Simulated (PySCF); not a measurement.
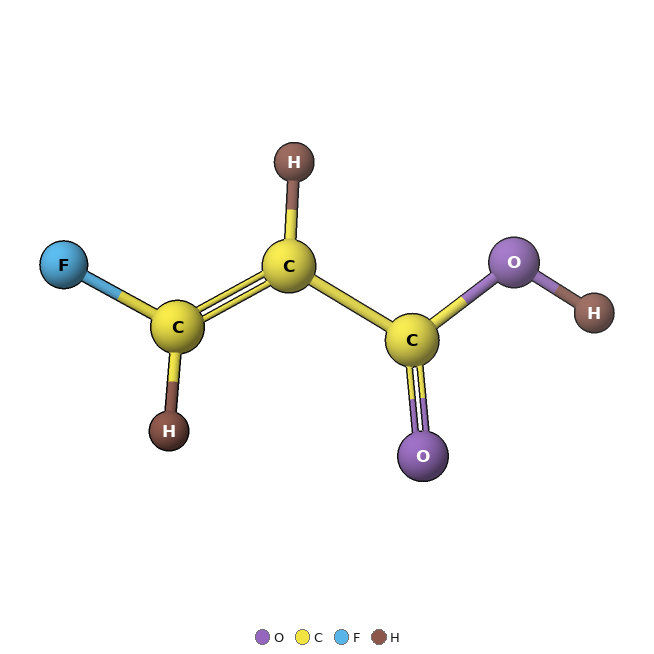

Ball-and-stick drawing of a structure. Multiple sticks mark multiple bonds (one Kekulé form).

The computed structure is the end point of a GFN2-xTB optimisation. No frequency run is at hand to confirm it as a minimum.

Give the formula.

Answer. C3H3FO2, 9 atoms: 3 carbon, 3 hydrogen, 1 fluorine and 2 oxygen.

Does it have rings?

Answer. It has no ring.

What is its SMILES?

Answer. O=C(O)/C=C/F

More results for the same structure follow; atom numbers are the same in all pictures, views and colours differ.

### Geometry

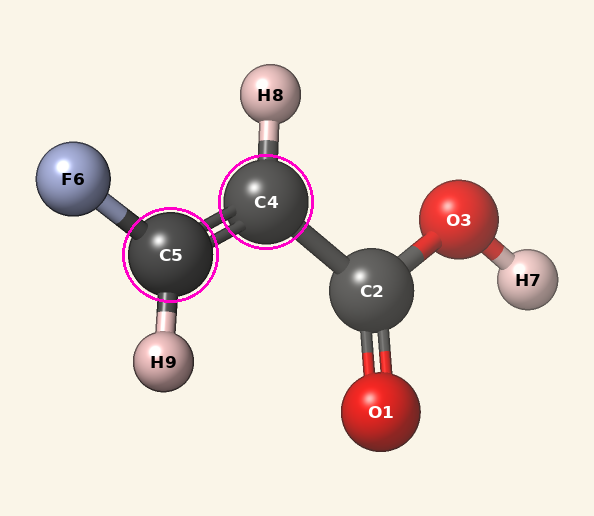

Distant atoms are faded towards the background colour. Circles mark the stereogenic atoms. No frequency run is at hand to confirm it as a minimum.

Give the R/S and E/Z labels.

Answer. C4=C5: E.

### Excitation

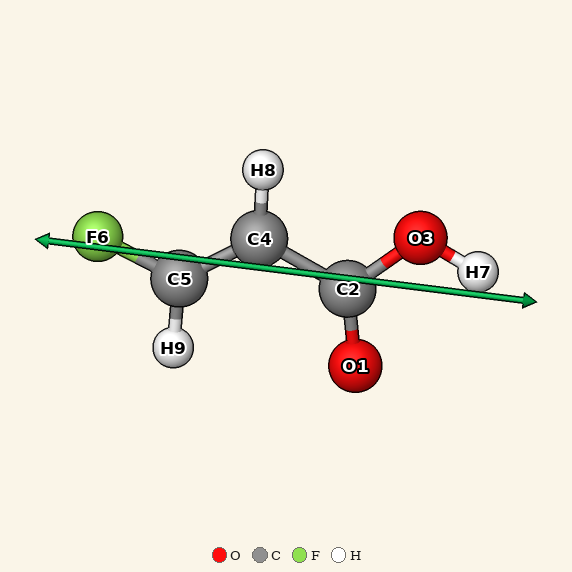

The double arrow shows the direction of the transition dipole to excited singlet state 2 (its length means nothing). No frequency run is at hand to confirm it as a minimum. Method: TDDFT PBE0/def2-SVPD, vertical, gas phase, core orbitals frozen in the response (PySCF 2.14.0).

How is the transition polarised?

Answer. In the molecular plane, close to the long direction O3···F6.

Where does the transition lie, and how strong is it?

Answer. 6.31 eV (196 nm), oscillator strength 0.28, mainly HOMO → LUMO (weight 0.94); transition dipole 3.44 D.

### Quadrupole coupling

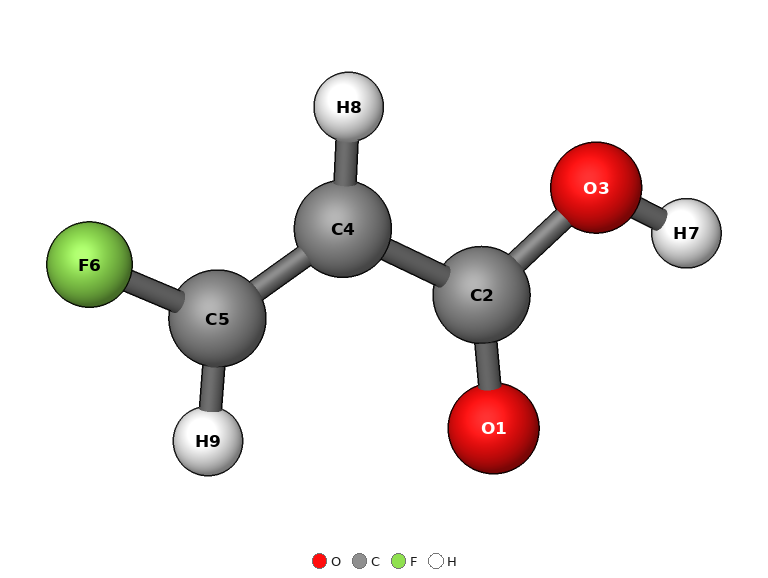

No frequency run is at hand to confirm it as a minimum. Electric field gradients from the ground-state density, PBE0/pcSseg-1 (PySCF 2.14.0), non-relativistic apart from any core potentials.

Give the largest field-gradient component, the quadrupole coupling constant and the asymmetry for 17O at O1 (Q = −25.6 mb), 17O at O3 (Q = −25.6 mb), 2H at H7 (Q = 2.86 mb), 2H at H8 (Q = 2.86 mb).

| atom | V_zz (a.u.) | e²qQ/h (MHz) | η |
| --- | --- | --- | --- |
| O1 | −1.520 | 9.14 | 0.05 |
| O3 | 1.639 | −9.86 | 0.46 |
| H7 | 0.434 | 0.292 | 0.09 |
| H8 | 0.329 | 0.221 | 0.08 |

### Charges

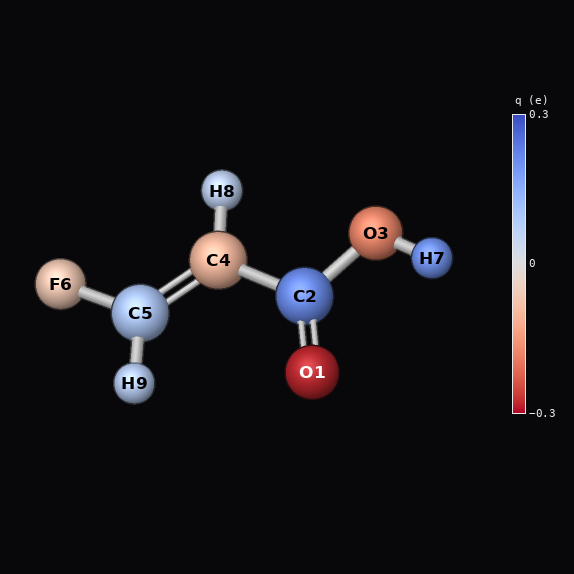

Atoms are coloured by their Hirshfeld charges. No frequency run is at hand to confirm it as a minimum. Level of theory: PBE0/pcSseg-1, gas phase (PySCF 2.14.0).

List the Hirshfeld charges.

```tsv
atom	value (e)
O1	−0.28
C2	0.20
O3	−0.17
C4	−0.09
C5	0.09
F6	−0.06
H7	0.19
H8	0.06
H9	0.07
```

### NMR shielding

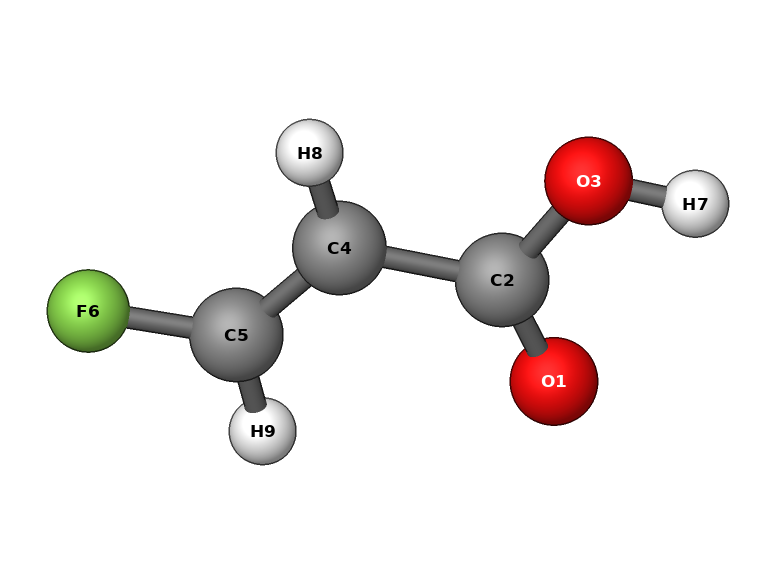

No frequency run is at hand to confirm it as a minimum. Level of theory: GIAO PBE0/pcSseg-1 NMR shielding, non-relativistic, gas phase (PySCF 2.14.0). Principal shieldings σ11 ≤ σ22 ≤ σ33, span Ω = σ33 − σ11, skew κ = 3(σiso − σ22)/Ω.

Give the shielding tensors of the F atoms.

| atom | σ11 | σ22 | σ33 | σiso | Ω | κ |
| --- | --- | --- | --- | --- | --- | --- |
| F6 | 146.0 | 229.6 | 435.2 | 270.3 | 289.2 | 0.42 |

Shieldings and span in ppm.
